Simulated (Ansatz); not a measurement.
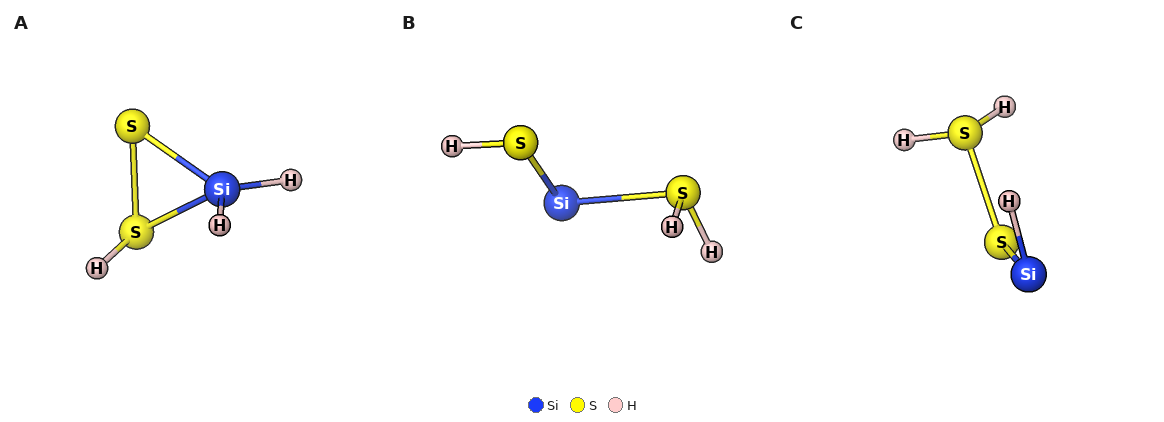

3 stationary structures of one formula. Charge +1, singlet. Geometries: PBE0-D4/def2-TZVP. Electronic energies: RHF-CCSD(T) (frozen core)/def2-TZVPP (Ansatz 0.2.0), without zero-point energy. No frequency run is at hand to confirm each as a minimum.

**Which structure is the most stable?**

B is lowest (C1); A lies 2.8 kcal/mol above it (C1), C lies 38.7 kcal/mol above it (Cs).
